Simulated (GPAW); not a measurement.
# Surface energy and work function of Ti(0001) from slabs of 3 to 12 layers (RPBE)

How do energy and work function of Ti(0001) films settle with thickness, and what surface energy follows?

**Method.** GPAW 26.7.0, plane waves at 450 eV with PAW setups; symmetric 1×1 slabs cut at the tabulated lattice constant (two decimals; low-temperature values for the alkali metals), atoms at bulk places, 7.5 Å of vacuum on each side, one in-plane mesh for all thicknesses, Fermi-Dirac smearing of 0.1 eV. Energies are extrapolated to zero smearing and count from the program's reference atoms. Functional RPBE. The cell's area is 7.537 Å².

What came out, but for one run:

```
layers  energy (eV)  work function (eV)
     3     −16.9320                4.27
     4     −23.1454                4.30
     5     −29.3910                4.31
     6     −35.6328                4.30
     7     −41.8766                4.30
     8     −48.1187                4.30
     9     −54.3624                4.30
    10     −60.6057                4.30
    11     −66.8487                4.30
    12            ?                   ?
```

**Question.** What surface energy do these runs give, and what energy and work function should the 12-layer slab have?

Worked answer. A slab of n layers has E(n) = nε + 2Aγ once its middle is bulk-like. A line through n = 6 to 11 has the slope ε = −6.2432 eV a layer and the intercept 2Aγ = 1.8260 eV (r.m.s. residual 0.3 meV). So γ = 1.8260 / (2 × 7.537 Å²) = 0.1211 eV/Å² = 1.94 J/m², with a standard error of under 0.01 J/m² from the scatter about the line. For 12 layers: 1.8260 + 12 × (−6.2432) = −73.092 eV; the run gives −73.092 eV, 0.0 meV under the line. The work function has no such law: from 6 to 11 layers it stays at 4.30 eV, and the 12-layer slab gives 4.30 eV. The thinnest slab, 3 layers, lies −0.03 eV from that mean.

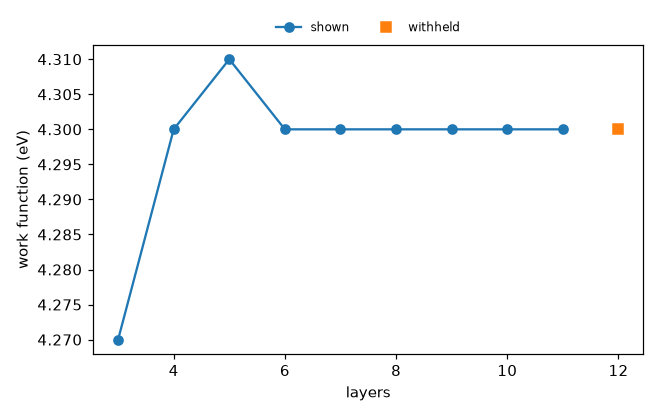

Work function against thickness.

Caveats: The surfaces are unrelaxed, so γ is an upper bound for this functional and lattice constant. The tabulated lattice constant isn't the functional's own, which strains the slab a little.

[Logs are printed without paths, hosts, clocks, repeated set-up lines and the standing remarks that a program may print on its own settings, such as how far it seeks lower states.]
